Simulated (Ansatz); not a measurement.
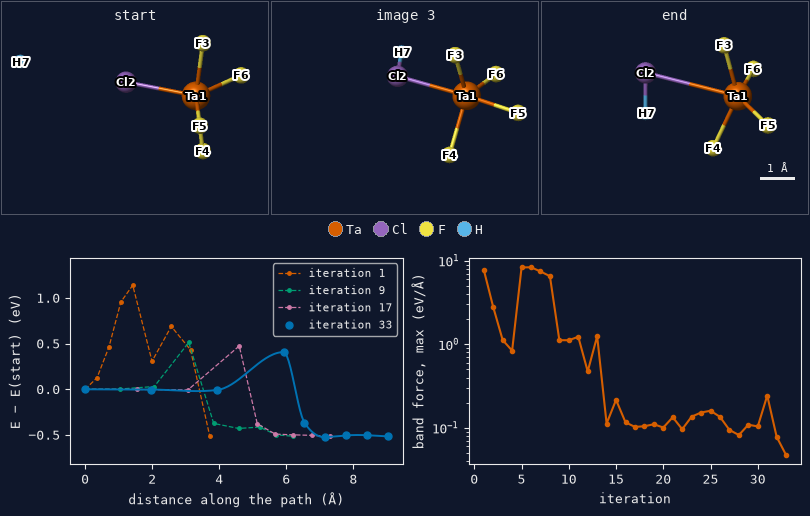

A nudged-elastic-band calculation for TaHClF4 (multiplicity 2), made up at the start of TaClF4 and H. Images are numbered from 0 (start) to 8 (end). The plot follows the band through its iterations. A ball-and-stick model, seen at a tilt.

All numbers below come from Ansatz, UKS PBE0-D4/def2-SVP. Set-up: 7 movable images; climbing image; force threshold 0.05 eV/Å; iteration limit 60; starting path through a guess of the saddle point.

> Did the band converge, and can the barrier be trusted?

The run is converged, with reservations. The band converged in 33 iterations. The largest component of the band force went from 7.8 to 0.047 eV/Å. The climbing image converged on the top of the path. Its vibrational analysis gives one imaginary mode (1063i cm⁻¹), as a transition state must have. The first iteration put the highest image at 1.14 eV. Forward barrier 0.41 eV, backward barrier 0.92 eV, with image 3 at the top; the reaction energy is −0.51 eV. Image 5 lies below both ends, at −0.52 eV, which points to an intermediate minimum that so few images don't resolve.

Limits of the set-up: the start holds two separate molecules, 3.4 Å apart at their closest, whose relative position is a soft coordinate.

The run took 13 min on 4 threads of Intel(R) Xeon(R) Platinum 8375C CPU @ 2.90GHz (Ice Lake) (shared host), peak memory 0.45 GiB.
